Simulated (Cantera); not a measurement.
Charge: 1 mol SiCl4, 24 mol H2O, a varied amount of N2, at 1200 K and 30.0 Pa.

These are equilibrium values from Cantera (NASA tables, ideal gas, pure condensed phases), not measurements of a reactor. Candidate condensed phases: H2O, NH4Cl, Si, SiO2, Si2N2O, Si3N4; 47 gas species. The tables hold silica as quartz up to 1696 K and as liquid above; real silica turns to tridymite and cristobalite and melts near 1996 K. Kinetics and transport are ignored.

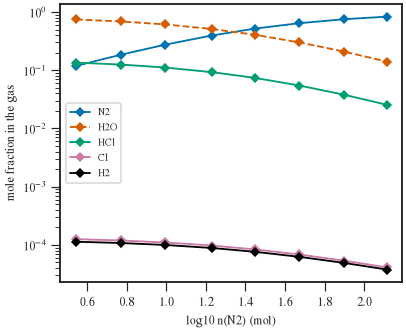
Figure. Equilibrium gas composition (values under 1e-9 drawn at 1e-9)

From 3.5 mol N2 to 130 mol N2 the condensed part is SiO2(β-quartz).
